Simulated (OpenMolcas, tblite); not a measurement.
**A ladder of methods for CH5BO (SMILES CBO)**

The species is CH5BO (8 atoms), meant as a singlet with charge 0. As SMILES, `CBO`. The shape is that of a PBE0-D4/def2-TZVP optimisation. This is one conformer, not always the lowest.

Quantity: the vertical electron affinity (to the doublet anion), in eV. The values are calculated.

The electron affinity is E(neutral) − E(anion): positive where the electron is bound.

| level | kind | program | value (eV) |
| --- | --- | --- | --- |
| IPEA1-xTB | semi-empirical | tblite | 4.07 |
| HF/6-311+G** | Hartree–Fock | OpenMolcas | -1.44 |
| SVWN5/6-311+G** | LDA | OpenMolcas | -0.79 |
| revPBE/6-311+G** | GGA | OpenMolcas | -0.89 |
| r2SCAN/6-311+G** | meta-GGA | OpenMolcas | -0.99 |
| BHLYP/6-311+G** | global hybrid | OpenMolcas | -1.12 |

Where it was recorded, the anion's HOMO is positive in HF/6-311+G**, SVWN5/6-311+G**, revPBE/6-311+G**, r2SCAN/6-311+G**, BHLYP/6-311+G**: a fault of the level (basis or self-interaction), which says nothing on whether the real anion is bound. The values span -1.44 to 4.07 eV. The xTB values lack the empirical shift that such differences need. Negative values mean that the anion is unbound at that level; they are set by how diffuse the basis is and aren't properties of the molecule, whose anion may well be bound.

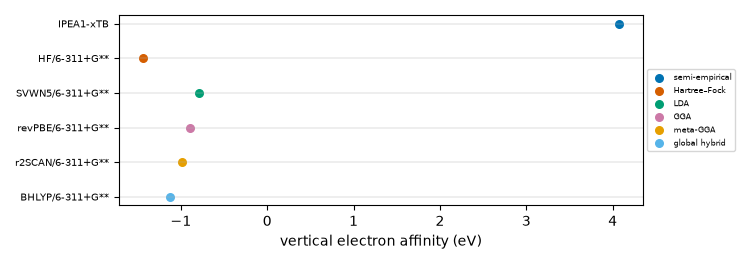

The values of the table, level by level.
